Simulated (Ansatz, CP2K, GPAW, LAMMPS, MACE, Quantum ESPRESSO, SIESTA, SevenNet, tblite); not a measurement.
# GPAW on amorphous Si0.9Ge0.1 (94 atoms): settings against a plane-wave reference

Wanted: GPAW inputs and outputs for amorphous Si0.9Ge0.1 (94 atoms), checked against a plane-wave reference.

Method: the method is named at each step, in GPAW 26.7.0.

## 1. Set-up

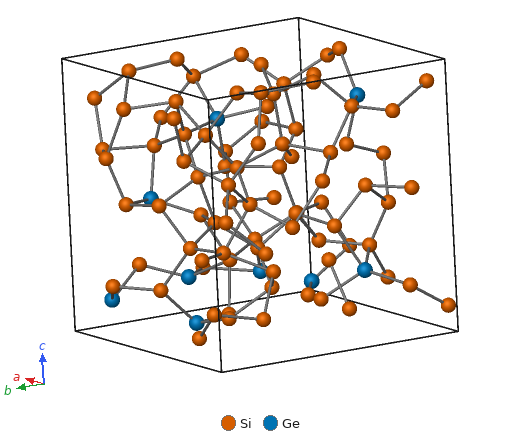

Start, viewed from a free direction; silicon orange, germanium blue. Some periodic images of atoms are drawn too.

The cell holds 94 atoms: 85 Si and 9 Ge. Cell: a = 12.402 Å, b = 12.402 Å, c = 12.402 Å, α = 90.0°, β = 90.0°, γ = 90.0°. 94 atoms (85 Si, 9 Ge) placed at random at 2.65 g/cm³, melted at 3500 K for 10 ps at fixed volume with the Tersoff potential (Tersoff, Phys. Rev. B 39, 5566 (1989)). Quenched from 3500 K to 700 K at 3 K/ps and fixed volume, held 5 ps.

The yardstick, on the same geometry:

- method: Kohn-Sham DFT, PBE, SSSP efficiency 1.3.0 pseudopotentials, plane waves (Quantum ESPRESSO 7.5); sssp-pbe-1.3.0-efficiency, cutoffs 45/360 Ry, Γ point
- r.m.s. force component: 0.7531 eV/Å
- longest force: 2.572 eV/Å
- pressure: 1.742 GPa
- time: 4 min on 4 MPI ranks of Arm Neoverse V2, shared host
- CPU time: 16 min

## 2. PBE, LCAO dzp, h 0.2 Å

Method: Kohn-Sham DFT, PBE, PAW, atomic orbitals (dzp).

The input, run.py:

```python
import numpy as np
from ase.io import read
from gpaw import GPAW, FermiDirac

atoms = read("structure.xyz")
atoms.calc = GPAW(
    mode="lcao",
    basis="dzp",
    h=0.2,
    xc="PBE",
    kpts={"size": (1, 1, 1), "gamma": True},
    occupations=FermiDirac(0.05),
    maxiter=200,
    symmetry={"point_group": False},
    txt="gpaw.txt",
)
energy = atoms.get_potential_energy(force_consistent=True)
forces = atoms.get_forces()
print(f"energy {energy:.6f} eV")
print("forces (eV/A)")
for i, (a, f) in enumerate(zip(atoms, forces)):
    print(f"{i:4d} {a.symbol:2s} {f[0]:10.5f} {f[1]:10.5f} {f[2]:10.5f}")
print(f"Fermi level {atoms.calc.get_fermi_level():.4f} eV")
for k in range(len(atoms.calc.get_ibz_k_points())):
    for s in range(atoms.calc.get_number_of_spins()):
        e = atoms.calc.get_eigenvalues(kpt=k, spin=s)
        n = np.searchsorted(e, atoms.calc.get_fermi_level())
        print(f"k {k} spin {s} levels about the Fermi level:", np.round(e[max(n - 6, 0):n], 4).tolist(), "|", np.round(e[n:n + 6], 4).tolist())
```

The input, structure.xyz:

```xyz
94
Lattice="12.40220 0.00000 0.00000 0.00000 12.40220 0.00000 0.00000 0.00000 12.40220" Properties=species:S:1:pos:R:3 pbc="T T T"
Si 4.42759 6.89203 2.36907
Si 12.19248 10.92175 10.40941
Si 7.27587 9.67967 10.81472
Si 0.09240 9.75061 4.98296
Si 3.77362 9.71551 4.45140
Si 2.89914 5.09408 12.01476
Si 1.51307 9.17118 1.68732
Si 9.82329 5.74135 6.88496
Si 2.86850 2.71187 6.62885
Si 2.54791 7.90938 3.51875
Si 0.45628 2.09758 2.36187
Si 3.23908 12.27136 11.03883
Si 0.86791 0.47240 11.34739
Si 11.04056 3.88164 11.50664
Si 2.70331 4.53796 8.42246
Si 5.10859 9.54721 9.59112
Si 11.81297 4.38182 4.74979
Si 6.92130 8.93901 7.32437
Si 0.48505 0.15155 1.14088
Si 4.96534 2.32157 8.12357
Si 0.69130 11.38472 6.54687
Si 8.27202 1.08383 11.48332
Si 5.94623 10.10866 4.39757
Si 7.09592 11.05731 2.45055
Si 8.43945 8.61928 8.99060
Si 0.89780 6.34497 12.16718
Si 11.28476 6.28209 10.84882
Si 7.79342 4.63941 9.75086
Si 2.43802 3.48142 10.41475
Si 10.09551 7.80495 12.03472
Si 6.25232 6.42062 3.80872
Si 9.19263 2.87012 10.30846
Si 8.50431 2.94602 4.55657
Si 11.68300 9.32869 2.67639
Si 2.07923 11.37579 2.14335
Si 1.04141 6.03454 7.59498
Si 6.91423 8.17392 5.13079
Si 8.03638 7.00352 0.60833
Si 3.15301 8.58195 6.58978
Si 5.60245 4.74657 5.23782
Si 1.32145 5.73800 3.92244
Si 1.20239 9.18110 9.74639
Si 5.39669 0.25474 1.69178
Si 4.69609 6.15273 11.02667
Si 8.60254 3.65629 6.73539
Si 9.67024 0.92434 4.55235
Si 8.76377 11.51333 10.51248
Si 8.65946 6.45076 2.91477
Si 2.17287 10.25315 7.87031
Si 3.96474 0.90139 5.41418
Si 6.34645 4.36185 7.64732
Si 1.26825 7.57340 5.67413
Si 6.72187 3.63769 1.19173
Si 9.79947 4.40055 3.36918
Si 6.13810 1.73569 12.20277
Si 5.00615 8.84264 1.15229
[... 34 atom lines left out ...]
Ge 4.32800 2.01809 10.40470
Ge 11.02977 3.44198 1.58823
Ge 10.35522 9.36614 5.87133
Ge 7.13040 9.25613 0.69589
```

Run with:

```console
$ OMP_NUM_THREADS=1 python run.py > output.txt
```

Log:

```text
energy -461.752787 eV
forces (eV/A)
   0 Si   -0.22870   -0.86757    0.25090
   1 Si    0.02277    0.26288    0.32857
   2 Si   -0.35557    0.68464   -2.02177
   3 Si    0.35656   -1.24222   -0.62510
   4 Si   -2.25614    0.22619    1.18562
   5 Si   -0.12427   -0.44905   -0.07435
   6 Si   -0.96517   -0.06994    1.34940
   7 Si   -0.36864    0.01463   -0.20141
   8 Si    0.94173    0.64545    1.40393
   9 Si    0.64397    0.08021   -1.40462
  10 Si    0.34422    0.24493    0.92254
  11 Si   -0.27716    0.18659   -0.13562
  12 Si    0.34639   -0.23786   -1.61516
  13 Si   -0.41512    0.38024   -0.36489
  14 Si    0.39942    0.64828   -1.25695
  15 Si   -0.23464    0.51190    2.11873
  16 Si   -0.04217    0.09844   -0.37841
  17 Si    0.45484    0.44446   -1.02799
  18 Si   -0.69881    0.49819    0.21234
  19 Si    0.46309    0.69306   -0.52699
  20 Si    0.05322    1.28947    0.01425
  21 Si    0.00655    1.10983    0.63723
  22 Si    1.98158    0.94228   -0.76214
  23 Si   -0.88882   -0.21099   -0.36743
[...]
86 Ge   -0.30128    0.36523    0.08749
  87 Ge   -0.54415   -0.75965   -0.43284
  88 Ge    0.67460   -0.84293   -0.28058
  89 Ge   -1.05775    0.35307   -0.31554
  90 Ge    0.29480   -0.41558    0.86977
  91 Ge    0.99821    0.20284   -1.01028
  92 Ge   -0.52678   -0.29980   -0.27203
  93 Ge    2.05828    0.51581    0.88042
Fermi level 5.4512 eV
k 0 spin 0 levels about the Fermi level: [4.9231, 5.0692, 5.1779, 5.2964, 5.3813, 5.4098] | [5.4631, 5.5605, 5.6961, 5.8363, 5.9718, 6.1393]
```

gpaw.txt:

```text
Input parameters:
  mode=LCAO(),
  basis={'default': 'dzp'},
  h=0.2,
  kpts=MonkhorstPack(size=(1, 1, 1), gamma=True),
  maxiter=200,
  occupations=Occupations(name='fermi-dirac', width=0.05, fixmagmom=False),
  symmetry=Symmetry(point_group=False),
  xc=XC(name='PBE')
Unit cell  # Å
| periodic |         x |         y |         z |   lengths |    angles |
|----------|-----------|-----------|-----------|-----------|-----------|
|      yes | 12.402200 |  0.000000 |  0.000000 | 12.402200 | 90.000000 |
|      yes |  0.000000 | 12.402200 |  0.000000 | 12.402200 | 90.000000 |
|      yes |  0.000000 |  0.000000 | 12.402200 | 12.402200 | 90.000000 |
Number of symmetries: 1
Symmetry operations  # r_c * U_cc + t_c -> r_c
|   | kind |            matrix            |
|---|------|------------------------------|
| 0 |  E   |  1, 0, 0,  0, 1, 0,  0, 0, 1 |
BZ-sampling:
  Number of BZ points: 1
  Number of IBZ points: 1
  Monkhorst-Pack size: [1, 1, 1]
  Monkhorst-Pack shift: [0, 0, 0]
[... lines left out ...]
  Fermi-Dirac:
[... lines left out ...]
xc functional:
  name: PBE with 2 nearest neighbor stencil
interpolation: tri-quintic # 5. degree polynomial
Initialization done in: 10.826 s
convergence criteria:
- Maximum [total energy] change in last 3 cyles: 0.0005 eV / valence electron
- Maximum integral of absolute [dens]ity change: 0.0001 electrons / valence electron
- Maximum integral of absolute [eigenst]ate change: 4e-08 eV^2 / valence electron
maximum number of iterations: 200
SCF iterations
|iter     |      energy | eigst |  dens |
|---------|-------------|-------|-------|
|iter:   1| -463.139125 |      c|       |
|iter:   2| -462.622181 |      c| -0.92 |
|iter:   3| -483.351862 |      c| -0.95 |
|iter:   4| -493.870285 |      c| -1.05 |
|iter:   5| -464.388411 |      c| -0.94 |
|iter:   6| -462.251602 |      c| -1.48 |
|iter:   7| -461.858612 |      c| -1.70 |
|iter:   8| -461.723463 |      c| -1.93 |
|iter:   9| -461.740722c|      c| -2.15 |
|iter:  10| -461.655791c|      c| -2.18 |
|iter:  11| -461.657209c|      c| -2.45 |
[...]
|iter:  15| -461.633714c|      c| -3.48 |
|iter:  16| -461.633748c|      c| -3.68 |
|iter:  17| -461.633645c|      c| -4.01c|
Converged in 17 steps
SCF loop duration: 310.443 s (18.261 s/step)
Energy contributions relative to reference atoms: (reference = -1184218.001942)
Energy contributions:
  Kinetic:         703.488982
  Coulomb:        -601.111468
  Zero:             -1.141084
  External:          0.000000
  Xc:             -562.750934
  Entropy:          -0.238283
  Spinorbit:         0.000000
  ----------------------------
  Free energy:    -461.752787
  Extrapolated:   -461.633645
dipole moment: (-18.016184, -35.318086, 96.382497)  # |e|*Ang
Fermi level: 5.451
Eigenvalues  # (at kpt = [0.000, 0.000, 0.000])
| band index |      eig [eV] | occ [0-2] |
|------------|---------------|-----------|
|          0 |        -7.006 |     2.000 |
|        ... |               |           |
|        180 |         4.765 |     2.000 |
|        181 |         4.804 |     2.000 |
[...]
|        195 |         6.310 |     0.000 |
|        ... |               |           |
|        229 |         7.875 |     0.000 |
Gap: 0.053 eV
Transition (v -> c):
  (s=0, k=0, n=187, [0.00, 0.00, 0.00]) -> (s=0, k=0, n=188, [0.00, 0.00, 0.00])
No difference between direct/indirect transitions
Force computation time: 43.283  # s
timing:  # [seconds]
  Total:  364.588  # ━━━━━━━━━━━━━━━━━━━━━━━━━━━━━━━━━━━━━━━━━━━━━━━━━━━━━━━━
  Init:    10.825  # ━╸
  SCF:    310.443  # ━━━━━━━━━━━━━━━━━━━━━━━━━━━━━━━━━━━━━━━━━━━━━━━╸
  Forces:  43.283  # ━━━━━━╸
```

It took 6.1 min on 1 thread of Arm Neoverse V2, shared host; peak memory 2.2 GiB.

Banners, paths, timers and routine set-up lines are dropped from the logs unmarked, and long logs keep their key lines alone; longer cuts are marked.

Against the reference:

| Property | Result |
| --- | --- |
| r.m.s. force component | 0.792 eV/Å |
| r.m.s. difference of force components | 54 meV/Å |
| longest difference of force vectors | 284.4 meV/Å |
| force difference over r.m.s. force | 7.17 % |
| slope of forces against the reference's | 1.05 |
| correlation of force components | 0.9988 |

Length of the force difference by element (eV/Å):

```csv
element,atoms,mean,most
Ge,9,0.12,0.28
Si,85,0.079,0.25
```

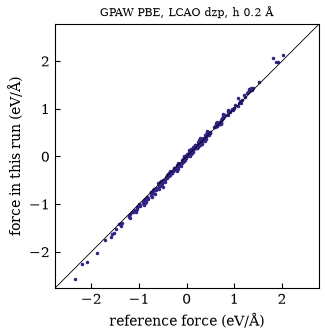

Force components against those of the reference; the line marks equality.

The surroundings of Ge88, picked at random, nearest first, numbered as they follow in the input and with coordinates relative to it.

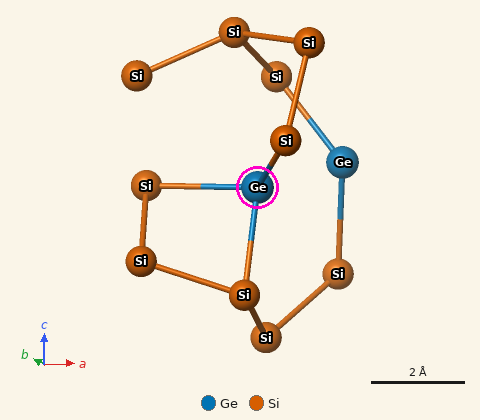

The atoms of the table, within 3.6 Å (arrows a, b, c point along x, y, z); some may hide others; the central atom is ringed.

```csv
atom,x,y,z,distance (Å),bonds,Fx,Fy,Fz (eV/Å)
Ge88,0.00,0.00,0.00,0.00,4,-0.54,-0.76,-0.43
Si73,0.10,-2.13,1.28,2.49,4,1.40,0.30,-0.69
Si22,-0.55,-1.07,-2.19,2.50,4,0.01,1.11,0.64
Ge92,2.21,1.29,0.31,2.57,5,1.00,0.20,-1.01
Si53,-2.10,1.49,-0.08,2.58,5,-1.00,0.22,0.05
Si55,-2.69,-0.42,-1.47,3.09,4,-0.71,0.06,0.68
Si54,0.98,2.25,2.09,3.22,4,0.33,0.97,0.52
Si33,-0.32,0.79,3.28,3.39,4,-0.28,-1.09,0.11
Si32,0.37,0.72,-3.37,3.46,4,-0.15,0.06,-0.04
Si78,-2.44,0.99,2.38,3.55,4,-0.53,0.44,-0.73
Si14,2.22,1.73,-2.17,3.55,4,-0.42,0.38,-0.36
Si46,0.85,-1.23,3.28,3.60,4,0.66,-0.62,0.95
```

Atoms are counted from 1 here, from 0 in the log.

Forces lie 7.2 % from the reference's, at 0.39 times its CPU time (on 1 against 4 cores).

## 3. PBE, LCAO dzp, h 0.2 Å, other mixer settings

Method: Kohn-Sham DFT, PBE, PAW, atomic orbitals (dzp).

Changes to run.py since step 2:

```diff
@@ -2,3 +2,4 @@
 from ase.io import read
-from gpaw import GPAW, FermiDirac
+from gpaw import GPAW, FermiDirac, Mixer
+from ase.parallel import parprint as print
 
@@ -12,2 +13,3 @@
     occupations=FermiDirac(0.05),
+    mixer=Mixer(0.03, 7, 100),
     maxiter=200,
```

structure.xyz is that of step 2.

Run with:

```console
$ OMP_NUM_THREADS=1 mpirun -np 2 gpaw python run.py > output.txt
```

Log:

```text
energy -461.752780 eV
forces (eV/A)
   0 Si   -0.22709   -0.86618    0.25136
   1 Si    0.02440    0.26272    0.33038
   2 Si   -0.35601    0.68449   -2.02267
   3 Si    0.35536   -1.24116   -0.62659
   4 Si   -2.25446    0.22651    1.18341
   5 Si   -0.12362   -0.44733   -0.07546
   6 Si   -0.96245   -0.06944    1.34786
   7 Si   -0.37171    0.01578   -0.20201
   8 Si    0.94179    0.64424    1.40343
   9 Si    0.64658    0.08008   -1.40703
  10 Si    0.34457    0.24471    0.92221
  11 Si   -0.27651    0.18453   -0.13597
[...]
89 Ge   -1.06339    0.35369   -0.31702
  90 Ge    0.29484   -0.41636    0.87136
  91 Ge    0.99530    0.20409   -1.01265
  92 Ge   -0.52981   -0.30106   -0.27352
  93 Ge    2.05805    0.51444    0.88141
Fermi level 5.4514 eV
k 0 spin 0 levels about the Fermi level: [4.9234, 5.0693, 5.178, 5.2965, 5.3813, 5.4098] | [5.4634, 5.5607, 5.6962, 5.8363, 5.9719, 6.1394]
```

gpaw.txt:

```text
Input parameters:
  mode=LCAO(),
  basis={'default': 'dzp'},
  h=0.2,
  kpts=MonkhorstPack(size=(1, 1, 1), gamma=True),
  maxiter=200,
  mixer=Pulay(name='pulay', nmaxold=7, beta=0.03, weight=100, sigma=0.015, g_ss=None),
  occupations=Occupations(name='fermi-dirac', width=0.05, fixmagmom=False),
[... lines left out ...]
  Fermi-Dirac:
[... lines left out ...]
convergence criteria:
- Maximum [total energy] change in last 3 cyles: 0.0005 eV / valence electron
[... lines left out ...]
Converged in 26 steps
[... lines left out ...]
  Free energy:    -461.752780
[... lines left out ...]
dipole moment: (-18.012999, -35.321835, 96.384252)  # |e|*Ang
Fermi level: 5.451
Eigenvalues  # (at kpt = [0.000, 0.000, 0.000])
| band index |      eig [eV] | occ [0-2] |
|------------|---------------|-----------|
|          0 |        -7.006 |     2.000 |
|        ... |               |           |
|        180 |         4.765 |     2.000 |
|        181 |         4.804 |     2.000 |
[...]
|        195 |         6.310 |     0.000 |
|        ... |               |           |
|        229 |         7.875 |     0.000 |
Gap: 0.054 eV
Transition (v -> c):
  (s=0, k=0, n=187, [0.00, 0.00, 0.00]) -> (s=0, k=0, n=188, [0.00, 0.00, 0.00])
No difference between direct/indirect transitions
Force computation time: 22.075  # s
```

It took 4.7 min on 2 MPI ranks; peak memory 2.3 GiB.

Compared with the plane-wave run:

```
r.m.s. force component                          : 0.7921 eV/Å
r.m.s. difference of force components           : 54.07 meV/Å
longest difference of force vectors             : 284.2 meV/Å
force difference over r.m.s. force              : 7.179 %
slope of forces against the reference's         : 1.05
correlation of force components                 : 0.9988
energy less the same-level run's                : 0.0001 meV/atom
r.m.s. force difference from the same-level run : 1.508 meV/Å
```

Against the first run (7.2 %), the force difference from the reference is 7.2 %, at 1.5 times the CPU time (on 2 against 1 cores) (26 SCF steps against 17): another solver or mixer reaches the same state.

## 4. PBE, LCAO szp(dzp), h 0.2 Å

Method: Kohn-Sham DFT, PBE, PAW, atomic orbitals (szp(dzp)).

Changes to run.py since step 3:

```diff
@@ -2,4 +2,3 @@
 from ase.io import read
-from gpaw import GPAW, FermiDirac, Mixer
-from ase.parallel import parprint as print
+from gpaw import GPAW, FermiDirac
 
@@ -8,3 +7,3 @@
     mode="lcao",
-    basis="dzp",
+    basis="szp(dzp)",
     h=0.2,
@@ -13,3 +12,2 @@
     occupations=FermiDirac(0.05),
-    mixer=Mixer(0.03, 7, 100),
     maxiter=200,
```

structure.xyz is that of step 3.

Run with:

```console
$ OMP_NUM_THREADS=1 python run.py > output.txt
```

Log:

```text
energy -445.249543 eV
forces (eV/A)
   0 Si   -0.34444   -0.98900    0.12399
   1 Si   -0.01002    0.29374    0.36255
   2 Si   -0.52524    0.66091   -2.09442
   3 Si    0.52373   -1.24816   -0.74186
   4 Si   -2.37308    0.27783    1.19388
   5 Si   -0.19394   -0.43292    0.04289
[...]
91 Ge    0.94539    0.14995   -1.07254
  92 Ge   -0.57219   -0.31671   -0.27998
  93 Ge    2.38354    0.63535    1.07415
Fermi level 5.2752 eV
k 0 spin 0 levels about the Fermi level: [4.7231, 4.8738, 4.9789, 5.1147, 5.2034, 5.2381] | [5.2867, 5.3819, 5.5204, 5.6827, 5.87, 6.0546]
```

gpaw.txt:

```text
Input parameters:
  mode=LCAO(),
  basis={'default': 'szp(dzp)'},
  h=0.2,
  kpts=MonkhorstPack(size=(1, 1, 1), gamma=True),
  maxiter=200,
  occupations=Occupations(name='fermi-dirac', width=0.05, fixmagmom=False),
[... lines left out ...]
  Fermi-Dirac:
[... lines left out ...]
convergence criteria:
- Maximum [total energy] change in last 3 cyles: 0.0005 eV / valence electron
[... lines left out ...]
Converged in 17 steps
[... lines left out ...]
  Free energy:    -445.249543
[... lines left out ...]
Fermi level: 5.275
[... lines left out ...]
|        ... |               |           |
|        229 |         7.898 |     0.000 |
Gap: 0.049 eV
Transition (v -> c):
  (s=0, k=0, n=187, [0.00, 0.00, 0.00]) -> (s=0, k=0, n=188, [0.00, 0.00, 0.00])
No difference between direct/indirect transitions
Force computation time: 30.502  # s
timing:  # [seconds]
  Total:  280.254  # ━━━━━━━━━━━━━━━━━━━━━━━━━━━━━━━━━━━━━━━━━━━━━━━━━━━━━━━━
  Init:    10.081  # ━━
  SCF:    239.642  # ━━━━━━━━━━━━━━━━━━━━━━━━━━━━━━━━━━━━━━━━━━━━━━━━
  Forces:  30.502  # ━━━━━━
```

Run time: 4.7 min. Hardware: 1 thread; peak memory 2.1 GiB.

Against the reference:

```
r.m.s. force component                  : 0.8468 eV/Å
r.m.s. difference of force components   : 148.7 meV/Å
longest difference of force vectors     : 680.6 meV/Å
force difference over r.m.s. force      : 19.74 %
slope of forces against the reference's : 1.113
correlation of force components         : 0.9896
```

This is a coarse setting, run to see what it loses.

Against the first run (7.2 %), the force difference from the reference is 20 %, at 0.77 times the CPU time, with 846 basis functions against 1222: the smaller basis costs accuracy.

[end of part 1 of 2]

[Also dropped from logs without a mark: logging warnings of Python, and SIESTA's first energy breakdown and zero terms.]

[Logs are printed without paths, hosts, clocks, repeated set-up lines and the standing remarks that a program may print on its own settings, such as how far it seeks lower states.]

[Hosts, paths, dates, database ids (printed as entryN), source tags and the programs' standing remarks are cut or masked in the printed files.]
